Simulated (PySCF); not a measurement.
Excited-state calculation of Si2N2H6O4

The run: excited-state calculation of Si2N2H6O4, SMILES O[Si]1(O)N[Si](O)(O)N1. Method and program: TDDFT CAM-B3LYP/def2-SVPD, vertical, gas phase, core orbitals frozen in the response (PySCF 2.14.0).

The geometry comes from this level: PBE0-D3(BJ)/def2-SVP.

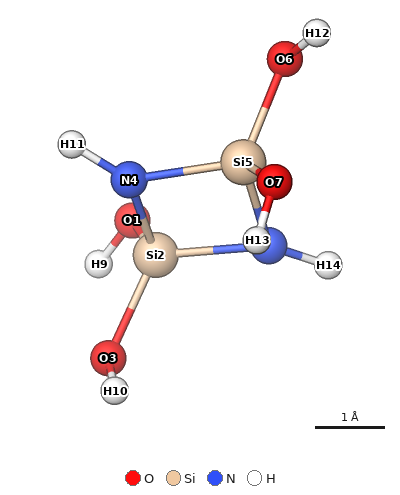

**Figure 1.** The input geometry (ball-and-stick view, seen at a tilt; atoms are numbered from 1 in the order of the input). Bond lengths as drawn: H–N 1.01 Å, H–O 0.96 Å, N–Si 1.73 to 1.74 Å and O–Si 1.65 to 1.66 Å.

### Results in brief

- outcome: converged
- total energy: −992.738584 hartree
- HOMO: −8.60 eV
- LUMO: 0.31 eV
- dipole moment: 2.72 D
- mean polarisability: 70.91 a.u.
- vertical ionisation energy: 9.37 eV
- lowest singlet excitation: 6.03 eV
- hardware: 1 CPU thread, shared host
- wall time: 98 s
- peak memory: 1.3 GiB

### The input
```
{"job": {"kind": "uv", "xc": "CAM-B3LYP", "basis": "def2-SVPD", "nstates": 6, "ntriplets": 2, "ip": true}, "charge": 0, "multiplicity": 1}
O     -2.593687     0.127181    -0.338960
Si    -1.138903    -0.554684     0.033180
O     -1.553951    -2.120580     0.396487
N     -0.151254     0.296084     1.178010
Si     1.059812     0.669849    -0.006301
O      1.234990     2.259744    -0.409100
O      2.620238     0.206934     0.322909
N      0.148299    -0.316114    -1.105219
H     -3.340344    -0.475610    -0.279932
H     -0.827120    -2.698331     0.643581
H     -0.347474     0.678043     2.090763
H      2.142760     2.575264    -0.377918
H      2.737919    -0.712599     0.575294
H      0.198709    -0.438534    -2.105227
```

The first line tells a small driver script what to run in PySCF; the rest is the geometry in Å.

Launched with:
```bash
OMP_NUM_THREADS=1 python <driver script> task.json out
```

### What the program printed
```
coarse grid: 13440 points
cycle   1  E = -992.2678442571  dE =  1.400e+00  |g| = 1.294e+00  |ddm| = 5.970e+00
cycle   2  E = -992.1386954571  dE =  1.291e-01  |g| = 1.572e+00  |ddm| = 4.310e+00
cycle   3  E = -992.5845499961  dE = -4.459e-01  |g| = 1.120e-01  |ddm| = 2.108e+00
cycle   4  E = -992.5864349499  dE = -1.885e-03  |g| = 5.615e-02  |ddm| = 1.879e-01
cycle   5  E = -992.5870964324  dE = -6.615e-04  |g| = 5.777e-03  |ddm| = 7.018e-02
cycle   6  E = -992.5871050526  dE = -8.620e-06  |g| = 7.913e-04  |ddm| = 1.718e-02
final grid: 122904 points
cycle   7  E = -992.7385817424  dE = -2.749e-05  |g| = 3.100e-03  |ddm| = 4.499e-02
cycle   8  E = -992.7385812943  dE =  4.481e-07  |g| = 3.606e-03  |ddm| = 9.750e-03
cycle   9  E = -992.7385840167  dE = -2.722e-06  |g| = 3.115e-04  |ddm| = 3.977e-03
cycle  10  E = -992.7385840320  dE = -1.536e-08  |g| = 2.089e-04  |ddm| = 6.936e-04
cycle  11  E = -992.7385840403  dE = -8.260e-09  |g| = 3.693e-05  |ddm| = 2.553e-04
cycle  12  E = -992.7385840406  dE = -3.176e-10  |g| = 7.611e-06  |ddm| = 1.157e-04
```

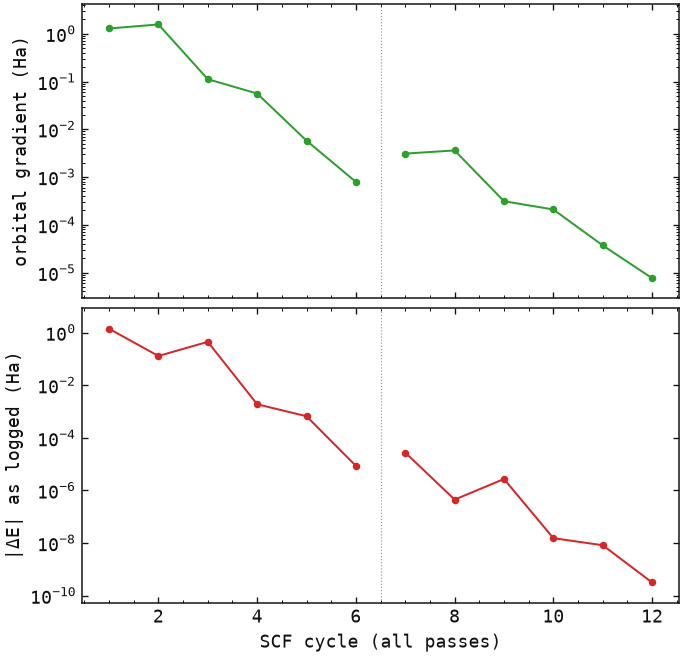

**Figure 2.** Convergence of the self-consistent field: orbital gradient and size of the energy change against the SCF cycle. The dotted line marks the change from a coarse to the final integration grid. The first 6 cycles use a coarse grid, the final grid takes over at cycle 7, and the field converges after 12 cycles in all.

```
converged SCF energy = -992.7385840406

Static polarisability (au): isotropic 70.912, principal 63.848 67.376 81.512

Singlet excitations
state   eV       nm        f      main configurations
  1   6.0285    205.7   0.00055   H->L 0.94
  2   7.1272    174.0   0.00000   H->L+1 0.91
  3   7.4578    166.2   0.08786   H->L+4 0.47, H-1->L 0.46
  4   7.5448    164.3   0.00592   H->L+2 0.76, H->L+5 0.16
  5   7.7359    160.3   0.00000   H-2->L 0.71, H->L+3 0.11
  6   7.8387    158.2   0.00237   H->L+5 0.58, H->L+2 0.13, H->L+9 0.09

Triplet excitations (Tamm-Dancoff, eV): 5.8524 7.0442
Vertical ionisation energy (delta-SCF) = 9.3709 eV
```

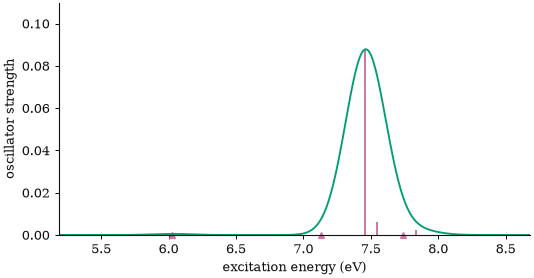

**Figure 3.** Computed excitations as sticks (degenerate states added up, dark ones marked on the axis), with a Gaussian envelope of 0.35 eV full width at half maximum, scaled to the tallest. Of the 6 states the lowest lies at 6.03 eV (f = 0.001); the strongest line is at 7.46 eV, or 166 nm (f = 0.088).

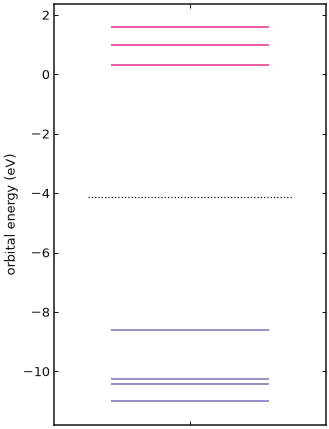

**Figure 4.** Orbital energies near the frontier; the dotted line parts filled from empty levels, and levels within 0.02 eV of each other stand side by side. Highest filled −8.60 eV, lowest empty 0.31 eV, 8.91 eV apart.
